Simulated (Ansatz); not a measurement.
# WS2, response to strain

Start from WS$_{2}$ (space group P6_3/mmc, No. 194; a = 3.115 Å, c = 11.772 Å; layered, stacked along the Cartesian z axis). Axes: x lies along a and z along c of the hexagonal cell.

Strains are applied to the cell and any free atomic positions relax.

Method: PBEsol-D3(BJ) in Ansatz (plane waves to 420 eV, PAW, spin-orbit coupling left out).

Notes on the quantities. pressure: mean of the normal stresses, compression positive.

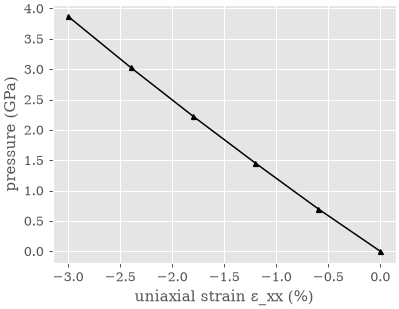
Figure: Pressure against uniaxial strain ε_xx

Q: From the plot, what is the pressure for uniaxial strain ε_xx = −0.60 %?

A: About 0.7 GPa.

Q: Is the trend monotonic over the range shown?

A: Yes, it falls throughout, spanning 0.00 GPa to 3.87 GPa.

Whether these cells are dynamically stable was not tested.

Ansatz is an electronic-structure program.
